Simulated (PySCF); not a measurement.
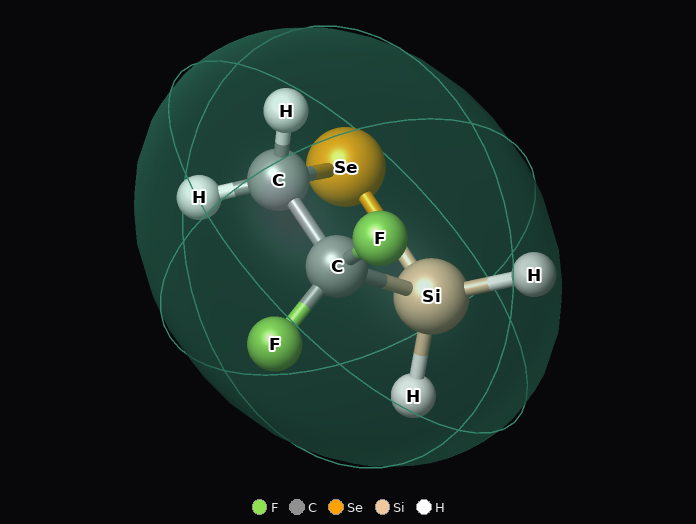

The ellipsoid shows the static dipole polarisability: its half-axes are proportional to the principal values. Computed geometry: GFN2-xTB optimisation. No frequency run is at hand to confirm it as a minimum. Level of theory: CAM-B3LYP/def2-SVPD (PySCF 2.14.0).

**Give the principal values, the mean and the anisotropy.**

Principal values 65.3, 79.2, 84.5 bohr³; mean 76.4 bohr³ (11.32 Å³); anisotropy 17.2 bohr³, so the longest axis is 1.29 times the shortest.

The geometry is semi-empirical. Around Se, Si such bond lengths and angles can be off by a tenth of an ångström or more and by several degrees, and values that hang on the shape move with them.
